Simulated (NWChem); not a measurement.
# One shape, several levels: CH6ClGaSi (SMILES [SiH3][CH2][GaH][Cl])

Wanted: a comparison of 5 runs (HF/STO-3G, HF/3-21G, B3LYP/6-31G*, SVWN5/def2-SVP) of CH6ClGaSi. 

The results are computed with NWChem 7.3.0.

## Step 1: The molecule

CH6ClGaSi: 10 atoms, total charge 0, spin state singlet. SMILES: `[SiH3][CH2][GaH][Cl]`. The coordinates come from a PBE0-D4/def2-TZVP relaxation. This is one conformer, not always the lowest.

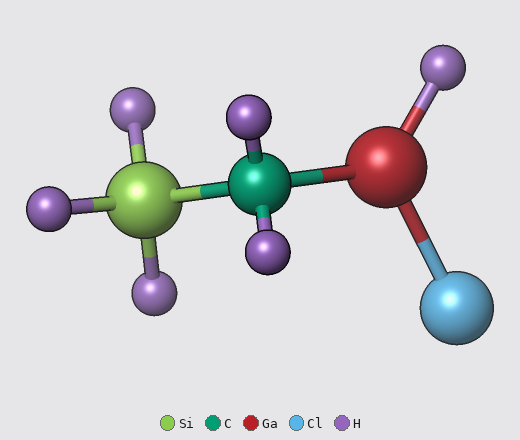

Viewed from a chosen angle; silicon green, carbon teal, gallium red, chlorine blue, hydrogen purple.

## Step 2: Energy and forces at HF/STO-3G (run 1)

ch6clgasi.nw reads:

```
start ch6clgasi
memory 2200 mb

geometry units angstrom noautosym nocenter noautoz
   Si    -0.963100     1.055700     0.350000
   C      0.332100    -0.247900     0.706300
   Ga     1.137700    -0.996500    -0.905500
   Cl     0.019500    -2.598400    -1.818100
   H     -2.077800     0.470900    -0.440100
   H     -1.515100     1.629700     1.606300
   H     -0.364000     2.164400    -0.443800
   H      1.117700     0.190800     1.328500
   H     -0.138800    -1.066000     1.259100
   H      2.451800    -0.602600    -1.642600
end

basis spherical bse
   * library STO-3G
end

scf
   thresh 1e-08
   maxiter 80
end

task scf gradient
```

Command:

```console
$ nwchem ch6clgasi.nw > ch6clgasi.out
```

The program printed:

```text
[...]
  functions       =    47
[...]
  wavefunction    = RHF
[...]
         Total SCF energy =  -2682.040008199271
      One-electron energy =  -4560.579090408846
      Two-electron energy =   1473.478325548954
 Nuclear repulsion energy =    405.060756660622
        Time for solution =      6.9s
[...]
                         RHF ENERGY GRADIENTS
    atom               coordinates                        gradient
                 x          y          z           x          y          z
   1 Si     -1.819995   1.994984   0.661404    0.022081  -0.024401   0.007000
   2 C       0.627578  -0.468463   1.334713   -0.017487   0.022793   0.034284
   3 Ga      2.149941  -1.883112  -1.711147   -0.018681  -0.015646  -0.001393
   4 Cl      0.036850  -4.910264  -3.435711   -0.015920  -0.022361  -0.012458
   5 H      -3.926473   0.889872  -0.831668   -0.024906  -0.012992  -0.017754
   6 H      -2.863124   3.079686   3.035467   -0.012843   0.013679   0.027491
   7 H      -0.687860   4.090123  -0.838660    0.013656   0.025561  -0.018194
   8 H       2.112147   0.360560   2.510501    0.009627   0.005953   0.003983
   9 H      -0.262294  -2.014448   2.379354   -0.005246  -0.010563   0.001085
  10 H       4.633230  -1.138749  -3.104064    0.049719   0.017977  -0.024044
[...]
```

Run time: 9.3 s. Hardware: 1 thread of AMD EPYC 9R45 (Zen 5), shared host; peak memory 0.099 GiB.

## Step 3: Energy and gradient at HF/3-21G (run 2)

ch6clgasi.xyz reads:

```xyz
10
CH6ClGaSi
Si    -0.963100     1.055700     0.350000
C      0.332100    -0.247900     0.706300
Ga     1.137700    -0.996500    -0.905500
Cl     0.019500    -2.598400    -1.818100
H     -2.077800     0.470900    -0.440100
H     -1.515100     1.629700     1.606300
H     -0.364000     2.164400    -0.443800
H      1.117700     0.190800     1.328500
H     -0.138800    -1.066000     1.259100
H      2.451800    -0.602600    -1.642600
```

ch6clgasi.nw reads:

```
start ch6clgasi
title "CH6ClGaSi"
memory 2200 mb

geometry noautosym nocenter noautoz
load format xyz ch6clgasi.xyz
end

basis spherical bse
Si library 3-21G
C library 3-21G
Ga library 3-21G
Cl library 3-21G
H library 3-21G
end

scf
thresh 1e-08
maxiter 80
noprint "final vectors analysis"
end

task scf gradient
```

Command:

```console
$ nwchem ch6clgasi.nw > ch6clgasi.out
```

The program printed:

```text
[...]
  functions       =    69
[...]
  wavefunction    = RHF
[...]
         Total SCF energy =  -2699.737431946704
      One-electron energy =  -4568.311125193245
      Two-electron energy =   1463.512936585919
 Nuclear repulsion energy =    405.060756660622
        Time for solution =      3.9s
[...]
                         RHF ENERGY GRADIENTS
    atom               coordinates                        gradient
                 x          y          z           x          y          z
   1 Si     -1.819995   1.994984   0.661404    0.011425  -0.010246  -0.001457
   2 C       0.627578  -0.468463   1.334713   -0.013311   0.012391  -0.000915
   3 Ga      2.149941  -1.883112  -1.711147   -0.012486  -0.020529  -0.015727
   4 Cl      0.036850  -4.910264  -3.435711    0.014969   0.021923   0.012813
   5 H      -3.926473   0.889872  -0.831668    0.000652  -0.000313   0.001004
   6 H      -2.863124   3.079686   3.035467    0.000635  -0.000766   0.000174
   7 H      -0.687860   4.090123  -0.838660   -0.000227  -0.000754   0.001312
   8 H       2.112147   0.360560   2.510501    0.003890   0.003470   0.001440
   9 H      -0.262294  -2.014448   2.379354   -0.003358  -0.004273   0.000581
  10 H       4.633230  -1.138749  -3.104064   -0.002189  -0.000903   0.000775
[...]
```

Wall time 6.6 s (1 thread of AMD EPYC 9R45 (Zen 5), shared host); peak memory 0.1 GiB.

Runs 3 to 4 aren't shown in full; the table further down has their settings and results.

## Step 4: Energy and gradient at SVWN5/def2-SVP (run 5)

mymol.nw reads:

```
start mymol
title "CH6ClGaSi SVWN5"
memory 2200 mb
geometry units angstrom noautosym nocenter noautoz
   Si    -0.963100     1.055700     0.350000
   C      0.332100    -0.247900     0.706300
   Ga     1.137700    -0.996500    -0.905500
   Cl     0.019500    -2.598400    -1.818100
   H     -2.077800     0.470900    -0.440100
   H     -1.515100     1.629700     1.606300
   H     -0.364000     2.164400    -0.443800
   H      1.117700     0.190800     1.328500
   H     -0.138800    -1.066000     1.259100
   H      2.451800    -0.602600    -1.642600
end
basis "ao basis" spherical bse
   * library def2-SVP
end
dft
   xc slater vwn_5
   grid fine
   convergence energy 1e-08
   maxiter 100
   mulliken
   noprint "final vectors analysis"
end
task dft gradient
```

Command:

```console
$ nwchem mymol.nw > mymol.out
```

The program printed:

```text
[...]
          Wavefunction type:  closed shell.
          No. of atoms     :    10
          No. of electrons :    74
[...]
          Charge           :     0
          Spin multiplicity:     1
[...]
          AO basis - number of functions:   112
[...]
              XC Information
              --------------
                        Slater Exchange Functional  1.000 local
                      VWN V Correlation Functional  1.000 local
[...]
 d= 0,ls=0.0,diis     1  -2709.6543356206 -3.11D+03  1.38D-02  7.96D-01     2.0
[...]
 d= 0,ls=0.0,diis    11  -2709.7252901595 -3.16D-09  3.43D-07  1.59D-09    15.2
         Total DFT energy =    -2709.725290159462
      One electron energy =    -4581.981878691870
           Coulomb energy =     1592.891867145424
    Exchange-Corr. energy =     -125.696035273637
 Nuclear repulsion energy =      405.060756660622
[...]
      Total Density - Mulliken Population Analysis
     ---------------------------------------------
    Atom       Charge   Shell Charges
 -----------   ------   -------------------------------------------------------
    1 Si  14    13.84   2.00  1.98  1.08  0.24  5.92  1.36  1.09  0.18
    2 C    6     6.39   1.98  0.90  0.28  2.13  1.09  0.01
    3 Ga  31    30.73   2.00  2.00  1.99  1.19  0.07  6.00  5.98  0.95  0.43  8.00  1.85  0.28
    4 Cl  17    17.18   2.00  1.98  1.29  0.67  5.92  2.15  3.17  0.01
    5 H    1     1.01   0.70  0.30  0.01
    6 H    1     1.02   0.70  0.31  0.01
    7 H    1     1.03   0.70  0.32  0.01
    8 H    1     0.89   0.69  0.17  0.02
    9 H    1     0.88   0.69  0.16  0.02
   10 H    1     1.03   0.66  0.37  0.01
[...]
  wavefunction    = closed shell
[...]
```

Wall time 23 s (1 thread of AMD EPYC 9R45 (Zen 5), shared host); peak memory 0.13 GiB.

## Step 5: The series

| run | level | Cartesian functions | iteration cap | energy (Eh) | dipole moment (D) | largest force (eV/Å) | wall time |
| --- | --- | --- | --- | --- | --- | --- | --- |
| 1 | HF/STO-3G | no | 80 | -2682.040008 | 2.93 | 2.987 | 9.3 s |
| 2 | HF/3-21G | no | 80 | -2699.737432 | 3.51 | 1.516 | 6.6 s |
| 3 | B3LYP/6-31G* (Cartesian functions) | yes | 100 | -2716.089205 | – | 0.453 | 40 s |
| 4 | B3LYP/6-31G* (spherical functions) | no | 100 | -2716.078591 | 2.56 | 0.465 | 38 s |
| 5 | SVWN5/def2-SVP | no | 100 | -2709.725290 | 2.10 | 0.782 | 23 s |

## Step 6: Results

| quantity | value |
| --- | --- |
| run 5: total energy | -2709.72529 Eh |
| run 5: dipole moment | 2.10 D |
| run 5: largest force on an atom | 0.782 eV/Å |

What this shows: Over runs 1, 2, 4, 5 the dipole moment (its size) runs from 2.10 D (SVWN5/def2-SVP) to 3.51 D (HF/3-21G). The two ends differ in method and basis. Totals of different functionals can't be ranked against each other. In run 1 the basis is minimal, so the values are rough. All runs together took 1.9 min, the longest 40 s.
